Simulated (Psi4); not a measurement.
# InF (SMILES [F][In]) at CEPA(1)/def2-SVPD (density fitting, core potential)

What is the energy change on altering one bond length of InF at CEPA(1)/def2-SVPD (density fitting, core potential)? The job is set up through a Python script.

The calculation is run with Psi4 1.11.

2 further runs of the same task are left out: 1 that didn't finish, 1 set aside as unsound or not needed.

### 1 The system as given

InF has 2 atoms, charge 0, and is taken as a singlet. As SMILES, `[F][In]`. Geometry: a GFN2-xTB relaxation, a rough one for these elements and not checked as a minimum.

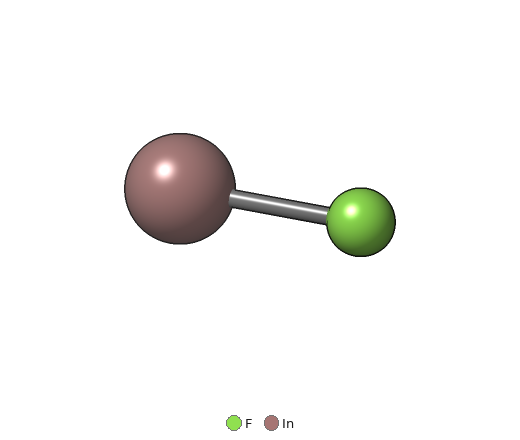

Viewed from a chosen angle; fluorine green, indium brown.

### 2 A single-point energy at CEPA(1)/def2-SVPD (density fitting, core potential)

The input, fin.xyz:

```xyz
2
FIn
F      0.000000     0.000000     0.000000
In     0.000000     0.000000     2.025490
```

The input, run.py:

```python
import psi4

psi4.set_memory('1600 MB')
psi4.set_num_threads(1)
psi4.set_output_file('output.dat', False)

with open('fin.xyz') as f:
    atoms = ''.join(f.readlines()[2:])
molecule = psi4.geometry('0 1\n' + atoms + '')

psi4.set_options({
    'basis': 'def2-SVPD',
    'reference': 'rhf',
    'scf_type': 'df',
    'num_frozen_docc': 5,
})

E = psi4.energy('cepa(1)')
print(f'total energy {E:.8f} hartree = {E * 27.211386:.5f} eV')
```

Run with:

```
$ python run.py
```

output.dat:

```text
[...]
    !!!  WARNING: ECP capability is in beta. Please check occupations closely.  !!!
[...]
  Running in c2v symmetry.
[...]
  Nuclear repulsion =   49.377924757283438
[...]
  Multiplicity = 1
[...]
  Nalpha       = 15
  Nbeta        = 15
[...]
    Number of basis functions: 55
[...]
   @DF-RHF iter   1:  -288.53031008882465   -1.31599e+00   1.59102e-02 DIIS/ADIIS
[...]
   @DF-RHF iter  11:  -288.63396551717676   -5.11591e-13   2.54634e-09 DIIS
[...]
    Orbital Energies [Eh]
    ---------------------
    Doubly Occupied:
       1A1   -26.182334     2A1    -5.391302     1B1    -3.647365
       1B2    -3.647365     3A1    -3.639970     4A1    -1.421518
       5A1    -1.034363     1A2    -1.034363     2B1    -1.027283
       2B2    -1.027283     6A1    -1.024701     7A1    -0.576441
       3B2    -0.537262     3B1    -0.537262     8A1    -0.355505
[...]
  @DF-RHF Final Energy:  -288.63396551717676
   => Energetics <=
    Nuclear Repulsion Energy =             49.3779247572834379
    One-Electron Energy =                -573.8551462479097154
    Two-Electron Energy =                 235.8432559734495726
    Total Energy =                       -288.6339655171767618
[...]
 Multipole Moments:
 ------------------------------------------------------------------------------------
     Multipole            Electronic (a.u.)      Nuclear  (a.u.)        Total (a.u.)
 ------------------------------------------------------------------------------------
 L = 1.  Multiply by 2.5417464519 to convert [e a0] to [Debye]
 Dipole X            :          0.0000000            0.0000000            0.0000000
 Dipole Y            :          0.0000000            0.0000000            0.0000000
 Dipole Z            :         19.5661686          -18.1564068            1.4097617
 Magnitude           :                                                    1.4097617
[...]
      * SCS-MP2 total energy:                 -288.899253287593
[...]
      * MP2 total energy:                     -288.908577556704
[...]
```

The script printed:

```text
total energy -288.92020935 hartree = -7861.91934 eV
```

It took 2.6 s on 1 thread of INTEL XEON PLATINUM 8581C at 2.10GHz (Emerald Rapids), shared host; peak memory 0.2 GiB.

### 3 The distorted shape at the same level

The input, run.py:

```python
import psi4

psi4.set_memory(1600000000)
psi4.set_num_threads(1)
psi4.core.set_output_file('output.dat', False)

geom = psi4.geometry("""
0 1
F      0.000000     0.000000    -0.202510
In     0.000000     0.000000     2.025490
""")

psi4.set_options({
    'basis': 'def2-SVPD',
    'reference': 'rhf',
    'scf_type': 'df',
    'num_frozen_docc': 5,
})

E = psi4.energy('cepa(1)')
print(f'total energy {E:.8f} hartree = {E * 27.211386:.5f} eV')
```

Run with:

```
$ python run.py
```

output.dat:

```text
[...]
    !!!  WARNING: ECP capability is in beta. Please check occupations closely.  !!!
[...]
  Running in c2v symmetry.
[...]
  Nuclear repulsion =   44.889808265991917
[...]
  Multiplicity = 1
[...]
  Nalpha       = 15
  Nbeta        = 15
[...]
    Number of basis functions: 55
[...]
   @DF-RHF iter   1:  -288.50782299304603   -1.39820e+00   1.66147e-02 ADIIS/DIIS
[...]
   @DF-RHF iter  11:  -288.62326886797587   -9.09495e-13   3.58425e-09 DIIS
[...]
    Orbital Energies [Eh]
    ---------------------
    Doubly Occupied:
       1A1   -26.151376     2A1    -5.406933     1B2    -3.662379
       1B1    -3.662379     3A1    -3.655462     4A1    -1.374838
       5A1    -1.048682     1A2    -1.048682     2B1    -1.041557
       2B2    -1.041557     6A1    -1.039200     7A1    -0.535339
       3B2    -0.499995     3B1    -0.499995     8A1    -0.372433
[...]
  @DF-RHF Final Energy:  -288.62326886797587
   => Energetics <=
    Nuclear Repulsion Energy =             44.8898082659919169
    One-Electron Energy =                -564.9445442818526999
    Two-Electron Energy =                 231.4314671478848595
    Total Energy =                       -288.6232688679758667
[...]
 Multipole Moments:
 ------------------------------------------------------------------------------------
     Multipole            Electronic (a.u.)      Nuclear  (a.u.)        Total (a.u.)
 ------------------------------------------------------------------------------------
 L = 1.  Multiply by 2.5417464519 to convert [e a0] to [Debye]
 Dipole X            :          0.0000000            0.0000000            0.0000000
 Dipole Y            :          0.0000000            0.0000000            0.0000000
 Dipole Z            :         21.9950523          -19.9716979            2.0233544
 Magnitude           :                                                    2.0233544
[...]
      * SCS-MP2 total energy:                 -288.891075194879
[...]
      * MP2 total energy:                     -288.900144603042
[...]
```

On the terminal:

```text
total energy -288.91166513 hartree = -7861.68684 eV
```

It took 4.5 s on 1 thread of INTEL XEON PLATINUM 8581C at 2.10GHz (Emerald Rapids), shared host; peak memory 0.2 GiB.

### 4 Summary of results

Level: CEPA(1)/def2-SVPD (density fitting, core potential), 5 core orbitals frozen.

| quantity | value |
| --- | --- |
| first shape: total energy | -288.92021 Eh |
| first shape: HOMO energy (Hartree–Fock orbitals) | -9.67 eV |
| first shape: LUMO energy (Hartree–Fock orbitals) | 0.61 eV |
| first shape: HOMO–LUMO gap (Hartree–Fock orbitals) | 10.29 eV |
| first shape: correlation energy (5 core orbitals frozen) | -286.2 mEh |
| distorted shape: total energy | -288.91167 Eh |
| distorted shape: HOMO energy (Hartree–Fock orbitals) | -10.13 eV |
| distorted shape: LUMO energy (Hartree–Fock orbitals) | 0.35 eV |
| distorted shape: HOMO–LUMO gap (Hartree–Fock orbitals) | 10.49 eV |
| distorted shape: correlation energy (5 core orbitals frozen) | -288.4 mEh |
| energy change with the F1–In2 bond stretched from 2.025 to 2.228 Å | 0.233 eV |

**Reading.** With the F1–In2 bond stretched from 2.025 to 2.228 Å the energy rises by 0.23 eV (22.4 kJ/mol). The first shape isn't relaxed at this level, so the change isn't measured from a minimum.
